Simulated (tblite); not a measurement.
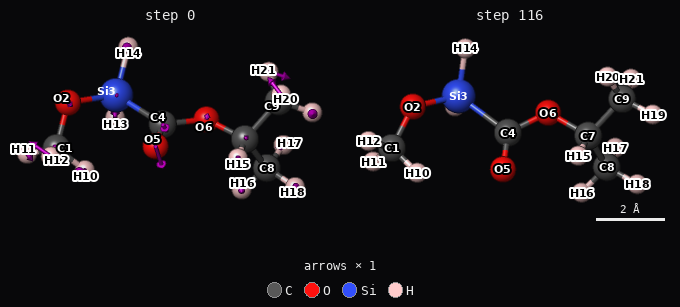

The structure of C5H12O3Si before (left) and after (right) a relaxation, at one scale. The purple arrows give the displacements, at their true length.

Style: ball-and-stick. Shown face on.

Theory: tblite 0.8.0, GFN2-xTB geometry optimisation, gas phase. 

Question: What changed between the two?

Answer: O5 moves most after the best rigid fit: 1.10 Å. Largest moves by element: O 1.10 Å, H 0.88 Å, C 0.44 Å, Si 0.09 Å. Some distances before and after: O2–Si3 1.692 → 1.614 Å, C4–O6 1.407 → 1.331 Å, Si3–C4 1.868 → 1.925 Å, C8–H17 1.131 → 1.088 Å. Bond angles that change, for instance: C1–O2–Si3 111.4° → 131.4°, O2–Si3–H14 113.4° → 100.8°, O6–C7–H15 114.4° → 107.5°. Groups turn about C7–C9 by about 45°, C1–O2 by about 30°, O6–C7 by about 30°. Over 116 geometry steps the energy falls by 22.9 kcal/mol. Cost: 1.7 s on 1 thread of Arm Neoverse N1, with other jobs on the host.
